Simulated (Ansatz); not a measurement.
## Au: pressure series

The reference is Au in the fcc (Cu type) structure (space group Fm-3m, No. 225; a = 4.083 Å).

Cell and atoms are relaxed at each pressure.

The values are results of Ansatz (a program for electronic structure) PBEsol, no SOC, earlier PAW set, not measurements.

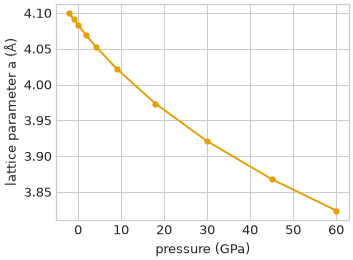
*Lattice parameter a against pressure*

```csv
pressure (GPa),lattice parameter a
-2,4.099 Å
-1,4.091 Å
1.8,4.070 Å
4.2,4.053 Å
9,4.022 Å
18,3.973 Å
30,3.921 Å
45,3.868 Å
60,3.824 Å
```

Load acts through the strain it causes; cell and atoms are relaxed under it. No phonon test of stability was made. Competing high-pressure phases were not computed.
